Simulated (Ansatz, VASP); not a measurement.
# Se in two plane-wave programs

One calculation is typed for both programs; each brings its own data sets and cutoff. How far apart do they land? The cell is taken from a series of runs on this material, whose earlier steps may have relaxed or scaled it; both programs get it as it stands.

Program: Ansatz 0.2.0. Level of theory: plane waves, with VASP 6.6.1 beside it; single point at PBE, spin-orbit coupling and single point at PBE. Results are calculated unless marked as measured.

## 1. The structure

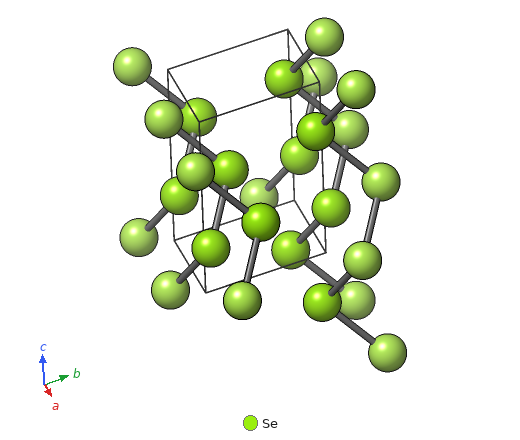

Start, viewed slightly off an axis; selenium green. 2×1×1 cells are drawn. Some periodic images of atoms are drawn too.

## 2. VASP: single point, PBE, spin-orbit coupling

With cell and atoms fixed, the geometry can't cause a difference; cores, projectors, grids and the points listed under the comparison can.

Lines of VASP's logs that name or quote its potential files are left out, and so is its time.

INCAR reads:

```
SYSTEM = Se
PREC = Accurate
ENCUT = 520
EDIFF = 1E-06
NELM = 100
ISMEAR = 0
SIGMA = 0.02
LREAL = .FALSE.
ALGO = Normal
GGA = PE
LNONCOLLINEAR = .TRUE.
MAGMOM = 0 0 0 0 0 0 0 0 0
NBANDS = 30
GGA_COMPAT = .FALSE.
LASPH = .TRUE.
LSORBIT = .TRUE.
LORBIT = 11
LWAVE = .FALSE.
LCHARG = .FALSE.
KPAR = 2
ISIF = 2
```

POSCAR reads:

```
Se
1.0
    4.3661999490      0.0000000000      0.0000000000
   -2.1830999740      3.7812400740      0.0000000000
    0.0000000000      0.0000000000      4.9536000000
Se
3
Direct
    0.2320588278      0.0000000000      0.3333333330
    0.0000000000      0.2320588278      0.6666666670
    0.7679411722      0.7679411722      0.0000000000
```

KPOINTS reads:

```
Automatic mesh
0
Gamma
8 8 6
0 0 0
```

The projector-augmented-wave data sets are Se_GW (PBE family, release 64).

Started as:

```sh
$ mpirun -np 2 vasp_ncl
```

Numbers of over 12 decimals in the logs are rounded to 6 here.

Output:

```text
[banner, memory and clock lines left out]
running    2 mpi-ranks, on    1 nodes
 distrk:  each k-point on    1 cores,    2 groups
 distr:  one band on    1 cores,    1 groups

 POSCAR found type information on POSCAR Se
 POSCAR found :  1 types and       3 ions
 LDA part: xc-table for (Slater+PW92), standard interpolation
 POSCAR, INCAR and KPOINTS ok, starting setup
 FFT: planning ... GRIDC
 FFT: planning ... GRID_SOFT
 FFT: planning ... GRID
 WAVECAR not read
 entering main loop
       N       E                     dE             d eps       ncg     rms          rms(c)
DAV:   1     0.884415655244E+02    0.88442E+02   -0.71436E+03  4440   0.100E+03
DAV:   2    -0.254389084188E+01   -0.90985E+02   -0.87154E+02  5778   0.170E+02
DAV:   3    -0.104552759945E+02   -0.79114E+01   -0.78400E+01  5630   0.534E+01
DAV:   4    -0.106519492524E+02   -0.19667E+00   -0.19657E+00  5720   0.878E+00
DAV:   5    -0.106544880270E+02   -0.25388E-02   -0.25387E-02  5350   0.991E-01    0.259E+00
DAV:   6    -0.105981653409E+02    0.56323E-01   -0.34355E-02  5276   0.125E+00    0.152E+00
DAV:   7    -0.105779254735E+02    0.20240E-01   -0.61427E-02  5052   0.162E+00    0.187E-01
DAV:   8    -0.105781019588E+02   -0.17649E-03   -0.63036E-03  5118   0.488E-01    0.140E-01
DAV:   9    -0.105782576263E+02   -0.15567E-03   -0.43026E-04  5372   0.128E-01    0.335E-02
DAV:  10    -0.105783198802E+02   -0.62254E-04   -0.14770E-04  5182   0.807E-02    0.199E-02
DAV:  11    -0.105783205752E+02   -0.69502E-06   -0.28973E-05  5046   0.377E-02    0.234E-03
DAV:  12    -0.105783216538E+02   -0.10786E-05   -0.50521E-06  5470   0.137E-02    0.222E-03
DAV:  13    -0.105783214190E+02    0.23482E-06   -0.51809E-07  3324   0.499E-03
   1 F= -.10578321E+02 E0= -.10578321E+02  d E =-.309873E-15  mag=    -0.0000    -0.0000    -0.0000
```

Parts of OUTCAR (step 2):

```text
ion  position               nearest neighbor table
   1  0.232  0.000  0.333-   3 2.41   2 2.41
   2  0.000  0.232  0.667-   3 2.41   1 2.41
   3  0.768  0.768  0.000-   2 2.41   1 2.41

  LATTYP: Found a hexagonal cell.
 ALAT       =     4.3661999490
 C/A-ratio  =     1.1345334748

 Subroutine GETGRP returns: Found  6 space group operations
 (whereof  2 operations were pure point group operations)

The static configuration has the point symmetry C_2 .
 The point group associated with its full space group is D_3 .

 Found     74 irreducible k-points:

   k-points           NKPTS =     74   k-points in BZ     NKDIM =     74   number of bands    NBANDS=     30

   dimension x,y,z NGX =    32 NGY =   32 NGZ =   40
   dimension x,y,z NGXF=    64 NGYF=   64 NGZF=   80

   ENCUT  =  520.0 eV  38.22 Ry    6.18 a.u.   8.12  8.12  9.21*2*pi/ulx,y,z

   NELECT =      18.0000    total number of electrons

 k-points in reciprocal lattice and weights: Automatic mesh
   0.00000000  0.00000000  0.00000000       0.003
   0.12500000  0.00000000  0.00000000       0.016
   0.25000000  0.00000000  0.00000000       0.016
   0.37500000 -0.00000000  0.00000000       0.016
   0.50000000  0.00000000  0.00000000       0.008
   0.12500000  0.12500000  0.00000000       0.008
  -0.12500000 -0.12500000  0.00000000       0.008
   0.25000000  0.12500000  0.00000000       0.016
  -0.25000000 -0.12500000  0.00000000       0.016
[...]
0.37500000  0.25000000  0.50000000       0.008
  -0.37500000 -0.25000000  0.50000000       0.008

 average (electrostatic) potential at core
       1 -56.1610       2 -56.1610       3 -56.1610

 E-fermi :   2.8064

 k-point     1 :       0.0000    0.0000    0.0000
  band No.  band energies     occupation
    ...
     14       0.6836      1.00000
     15       0.6985      1.00000
     16       0.6985      1.00000
     17       2.2141      1.00000
     18       2.2141      1.00000
     19       4.3240      0.00000
     20       4.3240      0.00000
     21       4.4914      0.00000
     22       4.4914      0.00000
     23       4.6744      0.00000
    ...

 k-point     2 :       0.1250    0.0000    0.0000
  band No.  band energies     occupation
    ...
     14       0.7555      1.00000
     15       0.9929      1.00000
     16       1.0123      1.00000
     17       2.1197      1.00000
     18       2.1309      1.00000
     19       4.2712      0.00000
     20       4.3070      0.00000
     21       4.4083      0.00000
     22       4.4472      0.00000
     23       4.7587      0.00000
    ...

 k-point     3 :       0.2500    0.0000    0.0000
  band No.  band energies     occupation
    ...
     14       0.7698      1.00000
     15       1.0529      1.00000
     16       1.1576      1.00000
     17       1.8506      1.00000
     18       1.8876      1.00000
     19       4.3889      0.00000
     20       4.4159      0.00000
     21       4.5005      0.00000
     22       4.5307      0.00000
     23       5.2452      0.00000
    ...

  Total        0.3772747      0.3772747      1.1487113      0.0000000      0.0000000      0.0000000
  in kB        7.3911057      7.3911057     22.5041519      0.0000000      0.0000000      0.0000000
  external PRESSURE =      12.4287878 kB  Pullay stress =       0.0000000 kB

  energy-cutoff  :      520.00
  volume of cell :       81.78
      direct lattice vectors                 reciprocal lattice vectors
     4.366199949  0.000000000  0.000000000     0.229032113  0.132231752  0.000000000
    -2.183099974  3.781240074  0.000000000     0.000000000  0.264463504  0.000000000
     0.000000000  0.000000000  4.953600000     0.000000000  0.000000000  0.201873385

 POSITION                                       TOTAL-FORCE (eV/Angst)
 -----------------------------------------------------------------------------------
      1.01322      0.00000      1.65120        -0.000978     -0.000000     -0.000000
     -0.50661      0.87747      3.30240         0.000489     -0.000847      0.000000
      1.67649      2.90377      0.00000         0.000489      0.000847     -0.000000
 -----------------------------------------------------------------------------------
    total drift:                                0.000000      0.000001      0.000000

  FREE ENERGIE OF THE ION-ELECTRON SYSTEM (eV)
  ---------------------------------------------------
  free  energy   TOTEN  =       -10.5783214190 eV

  energy  without entropy=      -10.5783214190  energy(sigma->0) =      -10.57832142

 Spin-Orbit-Coupling matrix elements
 Ion:    1  E_soc:     -0.0523896
 Ion:    2  E_soc:     -0.0523896
 Ion:    3  E_soc:     -0.0523896

 total charge
# of ion       s       p       d       tot
------------------------------------------
    1        1.514   2.134   0.053   3.701
    2        1.514   2.134   0.053   3.701
    3        1.514   2.134   0.053   3.701
--------------------------------------------------
tot          4.542   6.401   0.159  11.103

 magnetization (x)
# of ion       s       p       d       tot
------------------------------------------
    1       -0.000   0.000  -0.000   0.000
    2        0.000  -0.000   0.000  -0.000
    3        0.000  -0.000   0.000  -0.000
--------------------------------------------------
tot         -0.000  -0.000   0.000  -0.000

 magnetization (y)
# of ion       s       p       d       tot
------------------------------------------
    1       -0.000   0.000   0.000   0.000
    2       -0.000   0.000  -0.000   0.000
    3        0.000  -0.000   0.000  -0.000
--------------------------------------------------
tot         -0.000   0.000  -0.000   0.000

 magnetization (z)
# of ion       s       p       d       tot
------------------------------------------
    1        0.000   0.000   0.000   0.000
    2        0.000   0.000   0.000   0.000
    3        0.000   0.000  -0.000  -0.000
--------------------------------------------------
tot          0.000   0.000  -0.000   0.000

[... 3 further parts left out ...]
```

The run ends at a pressure of 1.24 GPa, with forces up to 9.8e-4 eV/Å.

## 3. Ansatz: single point, PBE, spin-orbit coupling

Ansatz runs on its fully relativistic PAW (standard-fr) files.

The same cell, functional, mesh and smearing now go to Ansatz, which takes its cutoff from its data sets.

input.yaml reads:

```yaml
crystal:
  lattice:
    - [4.366199949, 0.0, 0.0]
    - [-2.183099974, 3.781240074, 0.0]
    - [0.0, 0.0, 4.9536]
  atoms:
    - { symbol: Se, position: [0.2320588278, 0.0, 0.333333333] }
    - { symbol: Se, position: [0.0, 0.2320588278, 0.666666667] }
    - { symbol: Se, position: [0.7679411722, 0.7679411722, 0.0] }
hamiltonian:
  xc: pbe
  pseudopotentials: { kind: paw_fr }
magnetization:
  noncollinear: true
  spin_orbit: true
kpoints:
  mp_grid: { grid: [8, 8, 6] }
scf:
  occupations: { method: gaussian, width: 0.02 }
  n_extra_bands: 8
output:
  forces: true
  stress: true
  eigenvalues: true
```

Started as:

```sh
$ ansatz run input.yaml --threads 2 --pin off --max-ram 4608MiB --backend cpu --events-out ev --progress --plain --runs-dir out
```

Output:

```text
scf.n_extra_bands = 8 over 48 filled bands (N_el = 48.0): the run solves 56 bands
Engine: ansatz 0.2.0, aarch64-unknown-linux-gnu
Pseudopotentials: kind: paw_fr
Pseudopotential: Se, paw_fr, valence charge 16, recommended cutoff 420 eV (normal), Se.paw.azcp#standard-fr
Functional definition: PBE
  parameter kappa = 0.804
  parameter beta = 0.066725
  exchange = pbe_x(kappa = kappa, mu = beta*pi^2/3)
  correlation = pbe_c(beta = beta)
non-collinear run that drives no moment, with spin-orbit: no starting moment large enough to seed its density (crystal.atoms[].spin), no starting occupations that ask for one, no magnetisation constraint and no magnetic field, so the semilocal B_xc is pinned to zero
Crystal: 3 atoms, lattice volume = 81.782 Å³
Basis set: ecut = 420 eV, 1583 PW (Γ), exchange–correlation on 60×60×72 points (8 copies of the dense FFT grid, shifted against one another)
Bands: 56, of which v1, the nominal top of the filled ones, is band 48 counted from 1 (47 counted from 0)
Symmetry: 6 space group operations + 6 with time reversal
Magnetic group: BNS 152.34 (UNI 1264), of the structure as read, at distance tolerance 4.3e-5 Å
k-points: 50 of 384 (time reversal used)
Projection manifold: j_resolved (fully-relativistic pseudo-atomic orbitals)
Non-local potential: Se, projectors of the file, l = 0: 2, l = 1: 4, l = 2: 6, l = 3: 2
PAW form: soft (Blöchl's): semilocal exchange-correlation on the pseudo side does not see the compensation charge
PAW one-centre angular grid: Se, 590 points (default); XC on 96 Gauss nodes
Initial density: superposition of atomic densities (chi_scale 0.1, normalization cell)
Initial wavefunctions: pseudopotential atomic-orbital guess
Functional: x = pbe(κ = 0.804, μ = 0.219515), c = pbe(β = 0.066725)
SCF iter   1: F=—  HF=-16407.780132 eV  |F-HF|=—  |Δ(HF+E_count)|=         —  Δρ=2.71e-2  dr2=3.76e-1  dr2_m=0.00e0 (ungated)  ethr=3.10e-3  |M|=0.00e0 ∫|m|=0.00e0 μB  |m|>n=0.0e0 m-floor=0.0e0 τ_xc=0.0e0  β_m=0.30  ⟨swp⟩=10.0  Hψ=12866  notcnv=0
preconditioner: auto → Resta (q_TF=auto, 2.496 Å⁻¹)  ε∞=4.3  [insulator: Δε(μ)=1.054 eV  Ē_g=9.530 eV  σ=0.020 eV  W_gap=1.00  n_scr=20 (ndim 8)  ℏωp=17.4 eV  f_vac=0.059  D(μ)=0.00/eV (n_scr^D=0)  ε∞_Penn≈4.3]
spin=Noncollinear: Resta preconditioning applied to the charge; magnetization (m_x, m_y, m_z) channels mix plain (no charge-response kernel on spin).
SCF iter   2: F=—  HF=-16407.745117 eV  |F-HF|=—  |Δ(HF+E_count)|=   3.50e-2  Δρ=1.98e-2  dr2=2.03e-1  dr2_m=0.00e0 (ungated)  ethr=7.83e-4  |M|=0.00e0 ∫|m|=0.00e0 μB  |m|>n=0.0e0 m-floor=0.0e0 τ_xc=0.0e0  β_m=0.65  ⟨swp⟩=2.0  Hψ=3412  notcnv=0  defer=16
SCF iter   3: F=—  HF=-16407.715119 eV  |F-HF|=—  |Δ(HF+E_count)|=   3.00e-2  Δρ=1.71e-3  dr2=2.25e-3  dr2_m=0.00e0 (ungated)  ethr=4.23e-4  |M|=0.00e0 ∫|m|=0.00e0 μB  |m|>n=0.0e0 m-floor=0.0e0 τ_xc=0.0e0  β_m=0.71  ⟨swp⟩=2.1  Hψ=3382  notcnv=0  defer=33
SCF iter   4: F=—  HF=-16407.716412 eV  |F-HF|=—  |Δ(HF+E_count)|=   1.29e-3  Δρ=6.98e-4  dr2=3.22e-4  dr2_m=0.00e0 (ungated)  ethr=4.69e-6  |M|=0.00e0 ∫|m|=0.00e0 μB  |m|>n=0.0e0 m-floor=0.0e0 τ_xc=0.0e0  β_m=0.75  ⟨swp⟩=2.0  Hψ=5396  notcnv=0  defer=102
SCF iter   5: F=—  HF=-16407.716749 eV  |F-HF|=—  |Δ(HF+E_count)|=   3.37e-4  Δρ=2.39e-4  dr2=5.41e-5  dr2_m=0.00e0 (ungated)  ethr=6.71e-7  |M|=0.00e0 ∫|m|=0.00e0 μB  |m|>n=0.0e0 m-floor=0.0e0 τ_xc=0.0e0  β_m=0.84  ⟨swp⟩=2.0  Hψ=5098  notcnv=0  defer=102
SCF iter   6: F=—  HF=-16407.716839 eV  |F-HF|=—  |Δ(HF+E_count)|=   8.94e-5  Δρ=6.59e-5  dr2=4.14e-6  dr2_m=0.00e0 (ungated)  ethr=1.13e-7  |M|=0.00e0 ∫|m|=0.00e0 μB  |m|>n=0.0e0 m-floor=0.0e0 τ_xc=0.0e0  β_m=0.92  ⟨swp⟩=2.0  Hψ=3598  notcnv=0  defer=102
SCF iter   7: F=-16407.716849 eV  HF=-16407.716848 eV  |F-HF|=2.70e-7  |Δ(HF+E_count)|=   9.58e-6  Δρ=1.14e-5  dr2=9.90e-8  dr2_m=0.00e0 (ungated)  ethr=2.08e-10  |M|=0.00e0 ∫|m|=0.00e0 μB  |m|>n=0.0e0 m-floor=0.0e0 τ_xc=0.0e0  ⟨swp⟩=8.2  Hψ=12651  notcnv=0
SCF 1 converged in 7 iterations: F = -16407.716849 eV  dr2 = 9.90e-8
  greatest PAW one-centre occupation: 0.999 electrons in one spin orbital (limit 2), on the Se atom at site 1 (counted from 0), in its partial waves of l = 2
SCF converged after 7 iterations
Magnetization: |M| = 0.0000 μB,  M = (+0.0000, +0.0000, +0.0000) μB
Absolute magnetization: 0.0000 μB (∫|m|)
  site 0: m = (+0.0000, +0.0000, +0.0000) μB, |m| = 0.0000 μB  (R = 0.99 Å)
  site 1: m = (+0.0000, +0.0000, +0.0000) μB, |m| = 0.0000 μB  (R = 0.99 Å)
  site 2: m = (+0.0000, +0.0000, +0.0000) μB, |m| = 0.0000 μB  (R = 0.99 Å)
Free energy (F): -16407.716849 eV
Harris-Foulkes:  -16407.716848 eV  (|F-HF|=2.70e-7)
Internal energy: -16407.716849 eV  (E = F + TS)
E sigma→0 (E₀):  -16407.716849 eV
Fermi energy:    7.398239 eV
--- Per-component energies (eV) ---
  E_band       = -1225.064661
  E_kinetic    = 351.241386
  E_local      = -7679.178568  (includes V_loc(G=0)·N_el)
  E_nonlocal   = -1782.458161
  E_hartree    = 3762.639307
  E_xc         = -310.649029
  E_vxc        = -291.773870  (∫ρ·V_xc dr)
  E_paw        = -5737.285640  (= ΣΔE_a)
  E_vpaw       = 651.835074  (= ΣTr[D̂ρ^β])
  E_aug_tail   = -0.001792  (compensation charges beyond the density's cutoff)
  E_ewald      = -5012.024351
  E_smearing   = -0.000000  (= −TS)
  E_closure    = -0.000000  (closes the sum)
  Σ components = -16407.716849   (vs F -16407.716849, Δ=0.00e0)
--- Forces (eV/Å), atoms counted from 1 ---
  atom   1  Se    -0.02014013     0.00000000    -0.00000000
  atom   2  Se     0.01007006    -0.01744186    -0.00000000
  atom   3  Se     0.01007006     0.01744186     0.00000000
  max |Σ_I F_I| component: 4.51e-17 eV/Å
--- Stress (GPa, compression-positive) ---
        0.702803      -0.000000      -0.000000
       -0.000000       0.702803       0.000000
       -0.000000       0.000000       2.175359
  P = ⅓ Tr σ = 1.1937 GPa (11.937 kbar)
--- Band table (eV; the first three rows and the last of 50) ---
  k-point 0: bands = [... 44 lower, 4.9158, 4.9158, 6.4282, 6.4282, 8.5409, 8.5409, 8.7093, 8.7093, ... 4 higher]
  k-point 1: bands = [... 44 lower, 5.1526, 5.2132, 6.2428, 6.2460, 8.3056, 8.3899, 8.4574, 8.5310, ... 4 higher]
  k-point 2: bands = [... 44 lower, 5.5554, 5.6094, 5.7891, 5.8019, 7.9449, 8.0611, 8.1187, 8.1620, ... 4 higher]
  k-point 49: bands = [... 44 lower, 6.2641, 6.2682, 6.8279, 6.8314, 8.0642, 8.0773, 9.3417, 9.3582, ... 4 higher]
```

The run ends at a pressure of 1.19 GPa, with forces up to 0.020 eV/Å.

## 4. Differences

Known differences besides the PAW data sets themselves: spin-orbit coupling enters by fully relativistic files in Ansatz and inside the spheres in VASP; the data sets hold 48 valence electrons in Ansatz (fully relativistic PAW (standard-fr) files) and 18 in VASP; the cutoff is 420 eV in Ansatz and 520 eV in VASP. Total energies have different zeros and are not compared.

Compared:

```csv
quantity,Ansatz,VASP,difference
pressure (GPa),1.19,1.24,-0.05
gap on the k mesh (eV),0.965,0.964,+0.001
```

At this near-relaxed geometry the largest component of a force difference is 19 meV/Å.

## 5. Outcome

```
difference in gap on the k mesh (single point, PBE, spin-orbit coupling) : 0.0014 eV
r.m.s. force difference (single point, PBE, spin-orbit coupling)         : 11 meV/Å
```

What this shows: The r.m.s. force difference is 11 meV/Å (single point, PBE, spin-orbit coupling), within the 12 meV/Å picked in this series as the mark of a large difference. 1 further run on this material is not shown. How closely two codes agree says nothing of how well the functional describes the real material.

[Lines on the potential files, build, host, timing and source positions are cut from VASP's logs without a mark.]

[Logs are printed without paths, hosts, clocks, repeated set-up lines and the standing remarks that a program may print on its own settings, such as how far it seeks lower states.]

[Hosts, paths, dates, database ids (printed as entryN), source tags and the programs' standing remarks are cut or masked in the printed files.]
